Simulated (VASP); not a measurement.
Band structure of Mg (relaxed from the bcc structure, space group Im-3m). All values below come from r2SCAN meta-GGA, VASP's PBE PAW potentials (set 64) (plane waves; VASP 6.6.1).

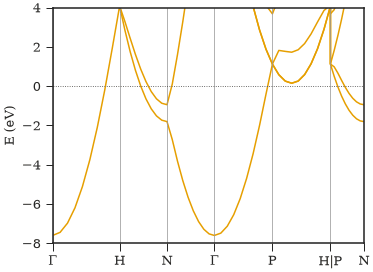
Figure. Bands along high-symmetry lines, zero at the valence-band maximum or, without a gap, the Fermi level

Read the plot: is there a gap, and where are the band edges?

It has no gap at this level: it comes out as a metal or semimetal.

The structure was generated: Mg was put into the bcc type (Im-3m), which need not be its known phase. It was relaxed first.
